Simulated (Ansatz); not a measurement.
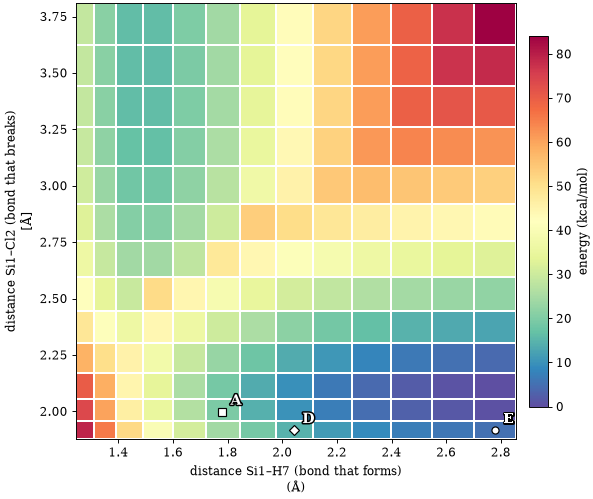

The reacting system Cl₃H₃Si (fragments Cl₃HSi + H₂ where the first distance is long, Cl₂H₂Si + ClH where the second is long). First axis: distance Si1–H7 (bond that forms). Second axis: distance Si1–Cl2 (bond that breaks). Relaxed at each point: all other coordinates. The grid has 13 × 13 points. Points are written as (first, second). Energies: kcal/mol, counted from the lowest grid point. Energies and slopes of some neighbouring points disagree (a jump in structure or state, or too coarse a mesh). The reference is spin-restricted, so regions where a bond is pulled apart into radicals lie too high. The calculation used RKS PBE-D4/def2-SVP (Ansatz).

In the figure: one coloured cell a grid point, lettered points.

**Rank the lettered points by energy, lowest first.**

E (5 kcal/mol), D (15 kcal/mol), A (20 kcal/mol).
